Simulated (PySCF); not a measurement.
# GaH2F (SMILES [H][Ga]([H])[F]): a chain of runs

We compute a geometry optimisation (mPW1PW91-D3(0)/LANL08), then a single-point energy (NEVPT2(10,10)/ma-def2-TZVP), then the vertical excitations (EOM-CCSD/ma-def2-SVP) of GaH2F. The job is set up through a Python script.

Program for the calculation: PySCF 2.14.0.

1 further run of the same task is left out (for a faulty analytic Hessian).

**1. The system as given**

GaH2F has 4 atoms, charge 0, and is taken as a singlet. As SMILES, `[H][Ga]([H])[F]`. All atoms were displaced at random from a relaxed shape. The run starts from this shape.

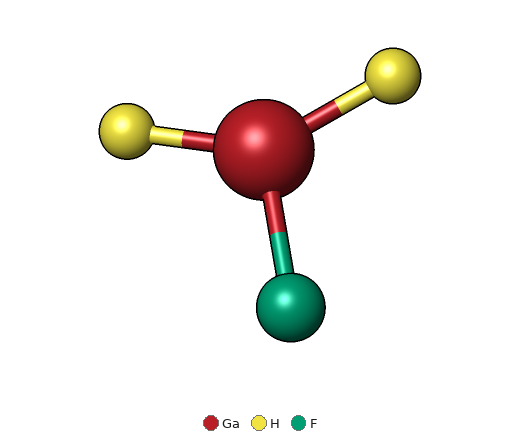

The structure, seen from a chosen angle (gallium red, hydrogen yellow, fluorine teal).

**2. A geometry optimisation at mPW1PW91-D3(0)/LANL08 (core potential) (run 1)**

geometry.xyz

```xyz
4

Ga     0.069193     0.141821     0.032330
H      1.598654    -0.192638    -0.014292
H     -0.844008     1.352693    -0.001026
F     -0.869585    -1.440646     0.109432
```

input.py

```python
# GaH2F
from pyscf import gto, dft
from pyscf.geomopt.geometric_solver import kernel as optimise

mol = gto.M(
    atom='geometry.xyz',
    basis={'default': 'lanl08', 'H': '6-311g**', 'F': '6-311g**'},
    max_memory=1860,
    spin=0,
    verbose=3,
    ecp={'Ga': 'lanl08'},
)

myscf = dft.RKS(mol, xc='mpw1pw')
myscf.disp = 'd3zero'
converged, mol_eq = optimise(myscf, maxsteps=100)
print('converged:', converged)
print(mol_eq.tostring())

myscf.reset(mol_eq)
mol = mol_eq
myscf.kernel()
e_tot = myscf.e_tot
print(f'total energy: {e_tot:.8f} hartree')
```

Run with:

```sh
$ OMP_NUM_THREADS=1 python input.py
```

Log:

```text
maxiter                   100
----------------------------------------------------------
Custom engine selected.
Bonds will be generated from interatomic distances less than 1.20 times sum of covalent radii
12 internal coordinates being used (instead of 12 Cartesians)
Internal coordinate system (atoms numbered from 1):
Distance 1-2
Distance 1-3
Distance 1-4
Angle 2-1-4
Angle 3-1-4
Out-of-Plane 1-2-3-4
Translation-X 1-4
Translation-Y 1-4
Translation-Z 1-4
Rotation-A 1-4
Rotation-B 1-4
Rotation-C 1-4
> ===== Optimization Info: ====
> Job type: Energy minimization
> Maximum number of optimization cycles: 100
> Initial / maximum trust radius (Angstrom): 0.100 / 0.300
> Convergence Criteria:
> Will converge when all 5 criteria are reached:
>  |Delta-E| < 1.00e-06
>  RMS-Grad  < 3.00e-04
>  Max-Grad  < 4.50e-04
>  RMS-Disp  < 1.20e-03
>  Max-Disp  < 1.80e-03
> === End Optimization Info ===

[... 8 lines left out ...]
WARN: Mole.unit (angstrom) is changed to Bohr
[... 1 line left out ...]
converged SCF energy = -103.130673712509
[... 8 lines left out ...]
Step    0 : Gradient = 3.189e-02/5.068e-02 (rms/max) Energy = -103.1306737125
[... 9 lines left out ...]
converged SCF energy = -103.136422328394
[... 18 lines left out ...]
converged SCF energy = -103.136838779312
[... 18 lines left out ...]
converged SCF energy = -103.136906986675
[... 18 lines left out ...]
converged SCF energy = -103.136907978952
[... 10 lines left out ...]
Converged! =D
[... 1 line left out ...]
converged: True
Ga          0.03971443        0.04526463        0.02496184
H           1.58826667       -0.13043006       -0.01395161
H          -0.79983823        1.35848612       -0.00014587
F          -0.86935250       -1.41801628        0.10505941
converged SCF energy = -103.136907978947
total energy: -103.13690798 hartree
```

It took 29 s on 1 thread of AMD EPYC (Zen 3), shared host; peak memory 0.41 GiB.

Step by step:

```
step  energy from the first frame kept (eV)  largest force (eV/Å)
   0                                 0.0000                2.6061
   1                                -0.1564                0.7448
   2                                -0.1678                0.2942
   3                                -0.1696                0.0233
   4                                -0.1696                0.0074
```

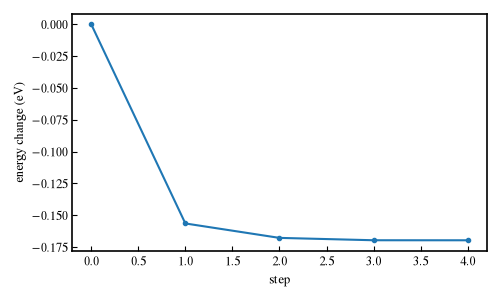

Energy along the run.

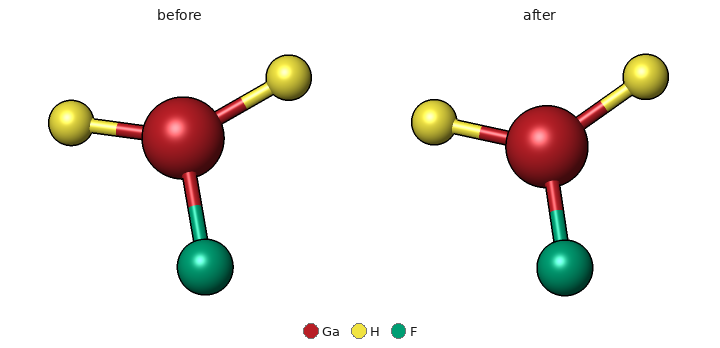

Before and after, at one scale.

After the run. Bond lengths: Ga1–F4 1.725 Å, Ga1–H2 1.559 Å, Ga1–H3 1.559 Å. Angles: H2–Ga1–F4 115.4°, H3–Ga1–F4 115.6°, H2–Ga1–H3 129.0°.

**3. A single-point energy at NEVPT2(10,10)/ma-def2-TZVP (density fitting) (run 3)**

start.xyz

```xyz
4

Ga     0.039714     0.045265     0.024962
H      1.588267    -0.130430    -0.013952
H     -0.799838     1.358486    -0.000146
F     -0.869352    -1.418016     0.105059
```

input.py

```python
from pyscf import gto, scf, mcscf, mrpt
from pyscf import df

system = gto.Mole()
system.atom = 'start.xyz'
system.basis = 'ma-def2-tzvp'
system.max_memory = 1860
system.charge = 0
system.verbose = 3
system.build()

mf = scf.RHF(system)
mf = mf.density_fit(auxbasis=df.aug_etb(system, beta=2.0))
mf.kernel()

cas = mcscf.CASSCF(mf, 10, 10)
cas.fix_spin_(ss=0.0)
cas.natorb = True
cas.kernel()
e_pt2 = mrpt.NEVPT(cas).kernel()
etot = cas.e_tot + e_pt2
print('E = %.10f Eh' % etot)
mf.analyze()
```

Run with:

```sh
$ OMP_NUM_THREADS=1 python input.py
```

Log:

```text
converged SCF energy = -2023.92606282931
[... 10 lines left out ...]
Nevpt2 Energy = -0.499951532132641
[... 10 lines left out ...]
MO #9   energy= -4.50783311953365  occ= 2
[... 8 lines left out ...]
MO #18  energy= -0.607506116825053 occ= 2
[... 8 lines left out ...]
MO #27  energy= 0.140450179640691  occ= 0
[... 8 lines left out ...]
MO #36  energy= 0.368007582331016  occ= 0
[... 8 lines left out ...]
MO #45  energy= 0.942553796161534  occ= 0
[... 8 lines left out ...]
MO #54  energy= 1.16016107080483   occ= 0
[... 8 lines left out ...]
MO #63  energy= 2.0965755717186    occ= 0
[... 8 lines left out ...]
MO #72  energy= 2.69388069963997   occ= 0
[... 8 lines left out ...]
MO #81  energy= 3.8730395047381    occ= 0
[... 8 lines left out ...]
MO #90  energy= 7.45153760989489   occ= 0
[... 8 lines left out ...]
MO #99  energy= 58.7513301717248   occ= 0
[... 5 lines left out ...]
Dipole moment(X, Y, Z, Debye):  1.15706,  1.87085, -0.09971
```

It took 4.4 min on 1 thread of AMD EPYC (Zen 3), shared host; peak memory 0.27 GiB.

**4. The excited states at EOM-CCSD/ma-def2-SVP (root kind ee, spin of roots triplet) (run 4)**

run.py

```python
# GaH2F
import numpy
from pyscf import gto, scf, cc

mol = gto.M(
    atom='''
Ga   0.039714   0.045265   0.024962
H    1.588267  -0.130430  -0.013952
H   -0.799838   1.358486  -0.000146
F   -0.869352  -1.418016   0.105059
''',
    verbose=3,
    basis='ma-def2-svp',
    max_memory=1860,
    charge=0,
)

hf = scf.RHF(mol)
hf.kernel()

mycc = cc.CCSD(hf)
mycc.kernel()
etot = mycc.e_tot
print('Final energy', etot)

e, vec = mycc.eomee_ccsd_triplet(nroots=6)
roots = numpy.atleast_1d(e) * 27.211386
print('EOM-EE-CCSD roots (eV)')
for i, w in enumerate(roots, 1):
    print('%3d %10.4f' % (i, w))
```

Run with:

```sh
$ OMP_NUM_THREADS=1 python run.py
```

Log:

```text
converged SCF energy = -2023.54908124469
E(CCSD) = -2023.980245113732  E_corr = -0.4311638690392208
Final energy -2023.9802451137316
EOM-EE-CCSD roots (eV)
  1     5.6016
  2     7.1271
  3     7.4672
  4     8.0893
  5     8.4301
  6     8.5063
```

Wall time 4.2 min (1 thread of AMD EPYC (Zen 3), shared host); peak memory 0.65 GiB.

The roots found:

```
excited state  energy (eV)
            1        5.602
            2        7.127
            3        7.467
            4        8.089
            5        8.430
            6        8.506
```

**5. What came out**

| quantity | value |
| --- | --- |
| run 1, mPW1PW91-D3(0)/LANL08: total energy at the end | -103.13691 Eh |
| run 1, mPW1PW91-D3(0)/LANL08: dipole moment | 2.22 D |
| run 1, mPW1PW91-D3(0)/LANL08: HOMO energy | -8.95 eV |
| run 1, mPW1PW91-D3(0)/LANL08: LUMO energy | -1.53 eV |
| run 1, mPW1PW91-D3(0)/LANL08: HOMO–LUMO gap | 7.42 eV |
| run 1, mPW1PW91-D3(0)/LANL08: dispersion energy | -1.34 kJ/mol |
| run 3, NEVPT2(10,10)/ma-def2-TZVP: total energy | -2024.55713 Eh |
| run 3, NEVPT2(10,10)/ma-def2-TZVP: dipole moment (Hartree–Fock density) | 2.20 D |
| run 3, NEVPT2(10,10)/ma-def2-TZVP: HOMO energy (Hartree–Fock orbitals) | -12.16 eV |
| run 3, NEVPT2(10,10)/ma-def2-TZVP: LUMO energy (Hartree–Fock orbitals) | 0.56 eV |
| run 3, NEVPT2(10,10)/ma-def2-TZVP: HOMO–LUMO gap (Hartree–Fock orbitals) | 12.72 eV |
| run 4, EOM-CCSD/ma-def2-SVP: ground-state or mean-field energy | -2023.98025 Eh |
| run 4, EOM-CCSD/ma-def2-SVP: dipole moment (Hartree–Fock density) | 2.41 D |
| run 4, EOM-CCSD/ma-def2-SVP: HOMO energy (Hartree–Fock orbitals) | -12.24 eV |
| run 4, EOM-CCSD/ma-def2-SVP: LUMO energy (Hartree–Fock orbitals) | 0.57 eV |
| run 4, EOM-CCSD/ma-def2-SVP: HOMO–LUMO gap (Hartree–Fock orbitals) | 12.81 eV |
| run 4, EOM-CCSD/ma-def2-SVP: correlation energy | -431.2 mEh |
| run 4, EOM-CCSD/ma-def2-SVP: T1 diagnostic | 0.011 |
| run 4, EOM-CCSD/ma-def2-SVP: lowest triplet excitation energy | 5.60 eV |

What this shows: The optimisation (run 1, mPW1PW91-D3(0)/LANL08) took 4 steps and changed the energy by -0.170 eV. Mulliken charges (run 1, mPW1PW91-D3(0)/LANL08) run from -0.58 on F4 to +0.97 on Ga1. Mulliken charges (run 4, EOM-CCSD/ma-def2-SVP) of the mean-field density run from -0.48 on F4 to +0.66 on Ga1.
